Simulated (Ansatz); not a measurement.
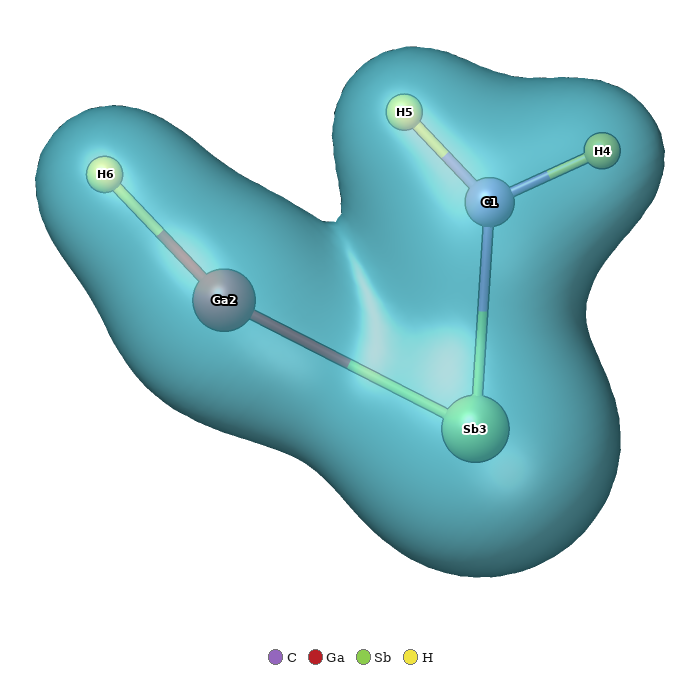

*CH$_{3}$GaSb (SMILES [CH2]=[Sb][GaH+]) (charge +1). Isosurface of the electron density at 0.2 e/Å³ (cyan), seen at a tilt.*

Geometry: r2SCAN-D4/def2-SVP; core potentials replace the inner electrons of Sb.

These are results of isolated molecule in a Gaussian basis; Kohn-Sham density functional theory, functional PBE0 (Ansatz 0.2.0), not measurements.

```yaml
atoms:
  - { symbol: C, position_ang: [-0.2703, 0.3861, 0.4093] }
  - { symbol: Ga, position_ang: [1.3824, -0.5338, -1.2580] }
  - { symbol: Sb, position_ang: [0.4207, 1.7680, -0.9166] }
  - { symbol: H, position_ang: [-0.9970, 0.7125, 1.1701] }
  - { symbol: H, position_ang: [-0.0697, -0.6952, 0.5519] }
  - { symbol: H, position_ang: [1.6637, -2.0455, -1.0594] }
```

Which contacts does the surface bridge?

Answer. At this value the surface is in one piece. It bridges the sampled C–Sb (2.04 Å), Ga–Sb (2.52 Å), C–H (1.10 Å) and Ga–H (1.55 Å) contacts, where the density stays above the isovalue. On the grid the lowest density along these lines, outside the cores, is 0.85 e/Å³ (C–Sb, 2.04 Å), 0.48 e/Å³ (Ga–Sb, 2.52 Å), 1.8 e/Å³ (C–H, 1.10 Å) and 0.83 e/Å³ (Ga–H, 1.55 Å).
